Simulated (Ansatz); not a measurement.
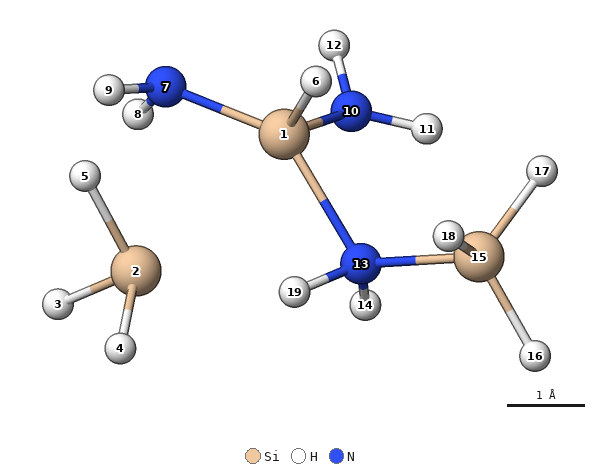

*The input geometry (ball-and-stick view, seen at a tilt; atoms are numbered from 1 in the order of the input).*

Bond lengths as drawn: H–N 1.02 to 1.10 Å, H–Si 1.50 to 1.53 Å and N–Si 1.75 to 2.00 Å.

## Frequency calculation of Si$_{3}$N$_{3}$H$_{13}$

System: Si$_{3}$N$_{3}$H$_{13}$.
Method: RKS PBE/def2-SVP (Ansatz 0.2.0).

It belongs to a series of runs on one base structure; here: vibrations at the highest image of the band. Figures and captions count atoms from 1; the log counts them from 0 in places.

What the program printed:
```
Engine: ansatz 0.2.0, x86_64-unknown-linux-gnu
Functional definition: PBE
  parameter kappa = 0.804
  parameter beta = 0.06672455060314922
  exchange = pbe_x(kappa = kappa, mu = beta*pi^2/3)
  correlation = pbe_c(beta = beta)
1858 factors; their error is unknown
mean field evaluation 1: about -28267.3462 eV, gradient 9.4e1 eV
mean field evaluation 2: about -28167.1079 eV, gradient 1.9e2 eV
mean field evaluation 4: about -28284.5715 eV, gradient 2.0e1 eV
mean field evaluation 8: about -28285.6921 eV, gradient 2.4e-1 eV
mean field evaluation 16: about -28285.5588 eV, gradient 3.5e-3 eV
mean field -28285.55878820 eV, -1039.4751128260 hartree, gradient 5.1e-5 eV, S^2 0.000000; 0 other end points of the search recorded, 0 dependent functions left out
the calculation of the forces begins
reference -28285.55883845 eV, -1039.4751146725 hartree; 38, 38 occupied and 123, 123 virtual orbitals, 1858 factors
these checks for a lower state are left out or cut short: stability, starts, cluster_reference, orbital_swaps, neighbouring_geometries, increment
1858 factors; their error is unknown
mean field -28285.55873367 eV, -1039.4751108221 hartree, gradient 8.4e-7 eV, S^2 0.000000; 0 other end points of the search recorded, 0 dependent functions left out
[... from here on the field's lines of each further geometry are left out, up to the last ...]
the calculation of the forces begins
reference -28285.55883295 eV, -1039.4751144706 hartree; 38, 38 occupied and 123, 123 virtual orbitals, 1858 factors
these checks for a lower state are left out or cut short: stability, starts, cluster_reference, orbital_swaps, neighbouring_geometries, increment
1858 factors; their error is unknown
mean field evaluation 704: about -28285.5587 eV, gradient 3.5e-4 eV
mean field -28285.55869904 eV, -1039.4751095495 hartree, gradient 2.9e-6 eV, S^2 0.000000; 0 other end points of the search recorded, 0 dependent functions left out
the calculation of the forces begins
reference -28285.55874929 eV, -1039.4751113960 hartree; 38, 38 occupied and 123, 123 virtual orbitals, 1858 factors
WARN: phonons: modes at or below zero, which the zero-point energy, F, S and C_V leave out: 1, the lowest at -251.19 cm⁻¹. A minimum has none, and a first-order saddle one
Total energy: -28285.55883845 eV, -1039.4751146725 hartree
Atom 0 at     0.205695    -0.308853     0.052173 Å, force     0.024034     0.012383    -0.011666 eV/Å
Atom 1 at    -0.349864     0.539493     2.948527 Å, force    -0.004868    -0.005881    -0.004134 eV/Å
Atom 2 at    -1.869107     0.468833     3.072798 Å, force    -0.002861     0.004101     0.006347 eV/Å
Atom 3 at     0.107916     0.542899     4.405239 Å, force     0.001771    -0.000944    -0.001564 eV/Å
Atom 4 at    -0.140896     2.001733     2.552222 Å, force    -0.001545    -0.001774    -0.003421 eV/Å
Atom 5 at     1.521381     0.409442     0.064554 Å, force    -0.003255    -0.002030    -0.006135 eV/Å
Atom 6 at    -1.076706     0.861095    -0.149685 Å, force     0.009852    -0.017381     0.029225 eV/Å
Atom 7 at    -2.025297     0.478131    -0.229922 Å, force     0.000772     0.000603    -0.003857 eV/Å
Atom 8 at    -1.083975     1.631386     0.530560 Å, force    -0.005211    -0.000222    -0.005291 eV/Å
Atom 9 at    -0.192542    -1.353431    -1.293167 Å, force    -0.016926    -0.003138    -0.006835 eV/Å
Atom 10 at     0.358736    -2.182809    -1.521411 Å, force     0.010435     0.000654     0.006663 eV/Å
Atom 11 at    -0.531907    -0.898242    -2.144547 Å, force     0.001055     0.003368    -0.002169 eV/Å
Atom 12 at     0.771699    -1.873092     1.159192 Å, force    -0.029036     0.006939    -0.015033 eV/Å
Atom 13 at     0.079700    -2.635941     1.073864 Å, force     0.004922    -0.006626    -0.004924 eV/Å
Atom 14 at     2.511939    -2.396613     1.063416 Å, force     0.000974     0.000403     0.005778 eV/Å
Atom 15 at     2.668924    -3.730083     1.732216 Å, force    -0.003043     0.001111     0.000429 eV/Å
Atom 16 at     2.895859    -2.487245    -0.384478 Å, force    -0.000774    -0.001613    -0.000015 eV/Å
Atom 17 at     3.303127    -1.340814     1.767372 Å, force    -0.000640    -0.000218    -0.000045 eV/Å
Atom 18 at     0.515720    -1.283189     2.057477 Å, force     0.014344     0.010262     0.016646 eV/Å
Dipole moment:     0.269106    -0.961167    -0.864156 e Å
Vibrations: -251.19 45.34 55.05 101.14 128.22 145.68 170.52 213.40 257.94 287.90 306.29 328.41 356.92 371.21 411.10 460.26 564.40 601.18 647.95 681.72 701.00 731.17 773.03 787.81 795.47 837.30 865.23 882.35 889.09 905.28 906.85 915.91 919.32 974.97 996.46 1434.38 1489.99 1497.14 2028.49 2043.64 2053.27 2168.21 2175.92 2196.01 2213.58 2228.58 3403.19 3440.50 3491.93 3538.20 3591.26 cm⁻¹, zero-point energy 3.596172 eV
```

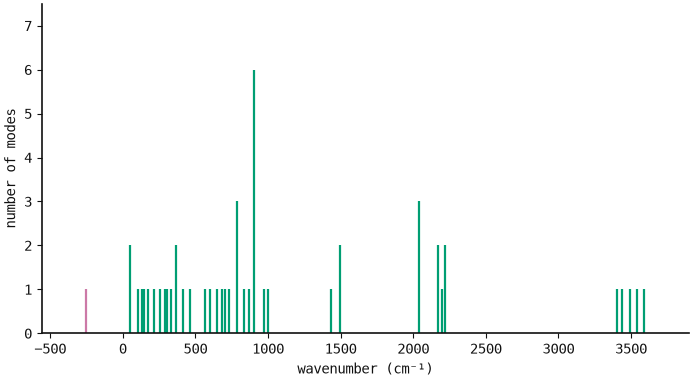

*Harmonic vibrational wavenumbers from the force constants; neighbouring modes closer than 17 cm⁻¹ are counted in one stick, and imaginary ones are drawn at negative wavenumbers.*

51 modes from 251i to 3591 cm⁻¹, 1 imaginary beyond 8i (251i cm⁻¹): a first-order saddle point, if the geometry is stationary.

The run was set up as follows.

Input file:
```yaml
crystal:
  periodic: [false, false, false]
  atoms:
    - { symbol: Si, position_ang: [0.205695, -0.308853, 0.052173] }
    - { symbol: Si, position_ang: [-0.349864, 0.539493, 2.948527] }
    - { symbol: H, position_ang: [-1.869107, 0.468833, 3.072798] }
    - { symbol: H, position_ang: [0.107916, 0.542899, 4.405239] }
    - { symbol: H, position_ang: [-0.140896, 2.001733, 2.552222] }
    - { symbol: H, position_ang: [1.521381, 0.409442, 0.064554] }
    - { symbol: "N", position_ang: [-1.076706, 0.861095, -0.149685] }
    - { symbol: H, position_ang: [-2.025297, 0.478131, -0.229922] }
    - { symbol: H, position_ang: [-1.083975, 1.631386, 0.53056] }
    - { symbol: "N", position_ang: [-0.192542, -1.353431, -1.293167] }
    - { symbol: H, position_ang: [0.358736, -2.182809, -1.521411] }
    - { symbol: H, position_ang: [-0.531907, -0.898242, -2.144547] }
    - { symbol: "N", position_ang: [0.771699, -1.873092, 1.159192] }
    - { symbol: H, position_ang: [0.0797, -2.635941, 1.073864] }
    - { symbol: Si, position_ang: [2.511939, -2.396613, 1.063416] }
    - { symbol: H, position_ang: [2.668924, -3.730083, 1.732216] }
    - { symbol: H, position_ang: [2.895859, -2.487245, -0.384478] }
    - { symbol: H, position_ang: [3.303127, -1.340814, 1.767372] }
    - { symbol: H, position_ang: [0.51572, -1.283189, 2.057477] }
basis:
  gaussian: { orbitals: def2-SVP }
hamiltonian:
  xc: pbe
phonons: {}
```

Run as:
```bash
ansatz run input.yaml --threads 4 --pin off --max-ram 5120MiB --backend cpu --events-out ev --progress --plain --runs-dir out
```

Key numbers:

| quantity | value |
| --- | --- |
| outcome | converged |
| total energy | −28285.5588 eV |
| mean-field energy | −28285.5588 eV |
| largest force (length of the vector) | 0.035 eV/Å |
| hardware | 4 threads of Intel Xeon @ 2.50GHz (Skylake/Cascade Lake), 12 GiB of memory available, shared host |
| wall time | 3.5 min (CPU time 13 min) |
| peak memory | 0.26 GiB |
